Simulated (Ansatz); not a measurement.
System: AlBH₃LiO₂ (SMILES [Li][O]B[O][AlH2]).

Input file:

```
crystal:
  periodic: [false, false, false]
  atoms:
    - {symbol: Al, position_ang: [0.458666, 0.268604, 1.366868]}
    - {symbol: B, position_ang: [-1.727335, 0.859371, -0.702681]}
    - {symbol: Li, position_ang: [-4.364988, 2.040197, -0.117931]}
    - {symbol: O, position_ang: [-2.898970, 1.390918, -0.394333]}
    - {symbol: O, position_ang: [-0.749637, 0.600648, 0.242688]}
    - {symbol: H, position_ang: [-1.427411, 0.557996, -1.857671]}
    - {symbol: H, position_ang: [0.481264, -1.149568, 2.080052]}
    - {symbol: H, position_ang: [1.535749, 1.387480, 1.696105]}
basis:
  gaussian:
    orbitals: def2-TZVPD
total_charge: 0
hamiltonian:
  xc: {name: PBE0}
output: {forces: true, orbitals: {seedname: orbitals}}
```

Launched as:

```sh
ansatz run input.yaml --threads 2 --pin off --max-ram 4350MiB --events-out events.jsonl --progress --plain --runs-dir runs
```

Geometry: r2SCAN-D4/def2-SVP.

The calculation used isolated molecule in a Gaussian basis; Kohn-Sham density functional theory, functional PBE0 in Ansatz 0.2.0.

> What can the converged electron density and electron localisation function tell about the bonding?

B–O (1.32 Å): the density is about 2.3 e/Å³ at the midpoint; the ELF peaks at about 0.90 between the atoms; a short, strongly polar bond.
Li–O (1.63 Å): ρ is about 0.79 e/Å³ halfway; the ELF peaks at about 0.85 in the valence shell of O, 0.6 Å from its nucleus, and falls to about 0.35 next to Li; a closed-shell, largely ionic contact.
Al–O (1.68 Å): ρ at the midpoint is about 0.89 e/Å³; the ELF peaks at about 0.85 in the valence shell of O, 0.6 Å from its nucleus, and is about 0.45 at the midpoint.
B–H (1.23 Å): ρ at the midpoint is about 1.2 e/Å³; the ELF climbs to about 1 towards the hydrogen, as it does in any bond to H; an ordinary covalent bond to hydrogen.

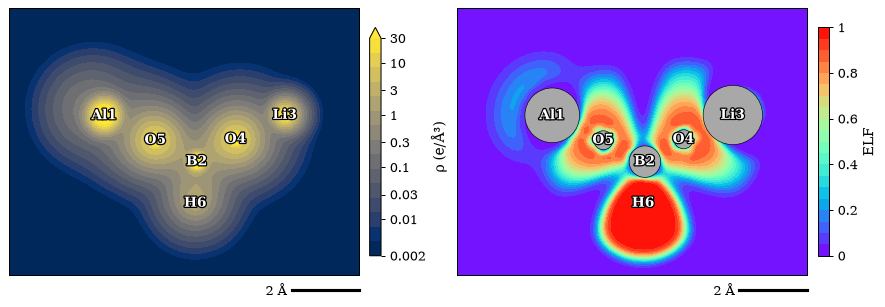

Computed electron density and electron localisation function on the plane of atoms O5, B2 and H6, in this order. Grey discs cover the atomic cores in the ELF map. 
